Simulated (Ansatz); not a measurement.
# CHAl (triplet): inputs that go wrong at distance Al1–H3 = 2.503 Å

3 inputs are run for CHAl (triplet) as typed; the log has to tell whether the result can be used and what must change.

Method: the settings change from run to run; program: Ansatz 0.2.0, Gaussian basis.

16 further runs of the same task are left out: 1 for a known fault of the program, 14 that didn't finish, 1 set aside as unsound or not needed.

## (1) The geometry

The geometry derives from a PBE0/def2-TZVP stationary point (not a proven minimum). One bond is set to the value named and the two fragments are kept rigid.

3 atoms, charge 0, spin multiplicity 3.

Atoms are counted from 1 here; the program's logs count them from 0.

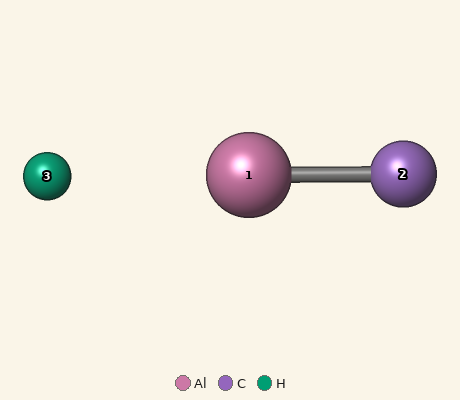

The geometry (aluminium pink, carbon purple, hydrogen teal); atoms are numbered from 1 in the order of the file.

## (2) Attempt 1

in.yaml reads:

```yaml
crystal:
  periodic: [false, false, false]
  atoms:
    - {symbol: Al, position_ang: [0.000000, 0.000000, -0.195600]}
    - {symbol: C, position_ang: [0.000000, 0.000000, -2.111800]}
    - {symbol: H, position_ang: [0.000000, 0.000000, 2.307400]}
basis:
  gaussian: {orbitals: STO-3G}
magnetization: {spin_polarized: false, initial_magnetization: 3}
correlation: {method: ccsd_t, electrons: outside_noble_gas}
accuracy: high
output: {forces: true}
```

Run with:

```sh
ansatz run in.yaml --threads 1 --pin off --events-out ev --progress --plain --max-ram 2393MiB
```

The log of the run:

```text
Error: a molecule whose nuclei and cores have a total charge of 20 cannot have a net charge of 0 together with 3 unpaired electrons
```

Run time: 0.03 s. Hardware: 1 thread of Arm Neoverse V1, shared host.

**Diagnosis.** The run was refused. The number of unpaired electrons doesn't fit the electron count. Fix: make charge and initial_magnetization agree.

## (3) Attempt 2

in.yaml reads:

```yaml
crystal:
  periodic: [false, false, false]
  atoms:
    - {symbol: Al, position_ang: [0.000000, 0.000000, -0.195600]}
    - {symbol: C, position_ang: [0.000000, 0.000000, -2.111800]}
    - {symbol: H, position_ang: [0.000000, 0.000000, 2.307400]}
basis:
  gaussian: {orbitals: 6-31G}
magnetization: {spin_polarized: false, initial_magnetization: 2}
correlation: {active_space: {ras: {orbitals: [3, 2, 13], electrons: 28, max_holes: 2, max_particles: 2}, fixed_orbitals: true}}
output: {forces: true}
```

Launched as before.

The log of the run:

```text
Functional definition: HF
  name "HF"
  cite "Fock, Z. Phys. 61, 126 (1930) doi:10.1007/BF01340294"
  parent pbe
  exchange = exact_x
  correlation = 0
297 factors; integrals over basis functions are off by at most 1.1e-4 eV
mean field evaluation 1: about -7619.7275 eV, gradient 8.5e0 eV
mean field evaluation 2: about -7619.7290 eV, gradient 8.5e0 eV
mean field evaluation 4: about -7620.2945 eV, gradient 2.2e0 eV
mean field evaluation 8: about -7620.3430 eV, gradient 1.5e-3 eV
mean field evaluation 16: about -7619.0235 eV, gradient 1.3e-1 eV
mean field evaluation 32: about -7616.5954 eV, gradient 1.6e1 eV
mean field evaluation 64: about -7619.2930 eV, gradient 1.5e0 eV
mean field evaluation 96: about -7619.0267 eV, gradient 3.3e-1 eV
mean field -7620.34301073 eV, -280.0424403903 hartree, gradient 8.0e-6 eV, S^2 2.000000; 13 other end points of the search recorded, 0 dependent functions left out
reference -7620.34301073 eV, -280.0424403903 hartree; 11, 9 occupied and 13, 15 virtual orbitals, 297 factors
Error: 28 electrons in 18 orbitals form no window around the highest filled level of the reference
```

Run time: 0.39 s. Hardware: 1 thread of Arm Neoverse V1, shared host.

Diagnosis: The run stopped with an error. The electron count of the restricted space is wrong. Cure: count the correlated electrons again.

## (4) Attempt 3

in.yaml reads:

```yaml
crystal:
  periodic: [false, false, false]
  atoms:
    - {symbol: Al, position_ang: [0.000000, 0.000000, -0.195600]}
    - {symbol: C, position_ang: [0.000000, 0.000000, -2.111800]}
    - {symbol: H, position_ang: [0.000000, 0.000000, 2.307400]}
basis:
  gaussian: {orbitals: def2-SVP}
magnetization: {spin_polarized: false, initial_magnetization: 2}
correlation: {method: sc_nevpt2, electrons: valence}
accuracy: high
```

Same command.

The log of the run:

```text
Error: this correlation method needs an active space: name one as the reference
```

It took 0.03 s on 1 thread of Arm Neoverse V1, shared host.

Diagnosis: The run was refused. This method needs an active space and has none. Fix: add an active_space block.

## (5) How the runs ended

| attempt | level | ended | cause | time |
| --- | --- | --- | --- | --- |
| 1 | CCSD(T) on ROHF/STO-3G | refused | the number of unpaired electrons doesn't fit the electron count | 0.03 s |
| 2 | CISD/6-31G | stopped by an error | the electron count of the restricted space is wrong | 0.39 s |
| 3 | 'sc_nevpt2'/def2-SVP | refused | this method needs an active space and has none | 0.03 s |

2 refused, 1 stopped by an error.
